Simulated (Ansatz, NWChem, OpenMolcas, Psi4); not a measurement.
**Computed against measured: atomisation enthalpy at 298 K**

8 molecules without hydrogen; the atomisation enthalpy at 298 K in kJ/mol, computed less measured. Shapes, held fixed at every level: PBE0-D4/def2-TZVP. Thermal terms are harmonic and unscaled (PBE0-D4/def2-TZVP); the spin-orbit lowering of the free atoms is taken from their spectra. Programs: Ansatz 0.2.0, NWChem 7.3.0, OpenMolcas 26.06, Psi4 1.11. A level may come from different programs for different species; with the same settings they agree closely. Measured values: Active Thermochemical Tables, CRC Handbook of Chemistry and Physics, NIST-JANAF tables.

Levels: A = HF/3-21G; B = B3LYP/cc-pVDZ; C = CAM-B3LYP/cc-pVDZ; D = B2PLYP/def2-TZVPP; E = CCSD(T)/cc-pVDZ.

```json
{"molecule": "AsF3 (arsenic trifluoride)", "from tabulated heats": "1326", "A": "-660", "B": "-69", "C": "-47", "D": "+4", "E": "-219"}
{"molecule": "BBr2F (SMILES FB(Br)Br)", "from tabulated heats": "1388", "A": "-495", "B": "-53", "C": "-36", "D": "-23", "E": "-129"}
{"molecule": "BBrCl2 (bromodichloroborane)", "from tabulated heats": "1262", "A": "-507", "B": "-59", "C": "-49", "D": "-21", "E": "-113"}
{"molecule": "CBr2ClF (SMILES FC(Cl)(Br)Br)", "from tabulated heats": "1329", "A": "-807", "B": "-94", "C": "-79", "D": "-51", "E": "-197"}
{"molecule": "CBr2F2 (dibromodifluoromethane)", "from tabulated heats": "1484", "A": "-812", "B": "-68", "C": "-44", "D": "-39", "E": "-194"}
{"molecule": "CBrClF2 (SMILES FC(F)(Cl)Br)", "from tabulated heats": "1551", "A": "-865", "B": "-73", "C": "-45", "D": "-42", "E": "-200"}
{"molecule": "SiCl4 (silicon tetrachloride)", "from tabulated heats": "1598", "A": "-902", "B": "-181", "C": "-159", "D": "-57", "E": "-253"}
{"molecule": "C2F3N (cyanotrifluoromethane)", "from tabulated heats": "2640", "A": "-1261", "B": "-50", "C": "-12", "D": "-21", "E": "-272"}
```

Q: Sum up the errors.

A: 
```tsv
level	kind	mean error	mean absolute error	worst case
HF/3-21G	Hartree–Fock	-788.6	788.6	C2F3N
B3LYP/cc-pVDZ	global hybrid	-80.9	80.9	SiCl4
CAM-B3LYP/cc-pVDZ	range-separated hybrid	-58.9	58.9	SiCl4
B2PLYP/def2-TZVPP	double hybrid	-31.2	32.2	SiCl4
CCSD(T)/cc-pVDZ	coupled cluster or CI	-197.1	197.1	C2F3N
```

On this set B2PLYP/def2-TZVPP has the smallest mean absolute error and HF/3-21G the largest. HF/3-21G is too low in 8 of 8; B3LYP/cc-pVDZ is too low in 8 of 8; CAM-B3LYP/cc-pVDZ is too low in 8 of 8; B2PLYP/def2-TZVPP is too low in 7 of 8; CCSD(T)/cc-pVDZ is too low in 8 of 8. The heats of C2F3N come from older tables and can be uncertain by 10 kJ/mol or more. The molecules' own spin-orbit binding is left out, so errors for heavy halides read too negative. The tabulated values of AsF3, BBr2F, BBrCl2 are in doubt (older tables, estimates, or at odds with other calculations) and kept here. Over the 5 molecules whose values aren't doubted the mean absolute errors are A 929.4; B 93.2; C 67.8; D 42.0; E 223.2. For HF/3-21G the error grows with the size of the molecule. Hartree–Fock lacks correlation and underbinds. Rows in very small basis sets show the basis more than the method. Correlated wave functions converge slowly with the basis. Relativity is left out for As, Br. Outer-core shells of As, Br are correlated in most correlated rows, in sets that cover them unevenly. The set is small.

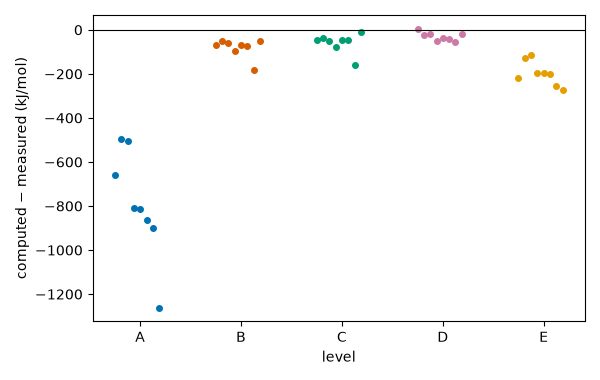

Errors of each level, one point a molecule.
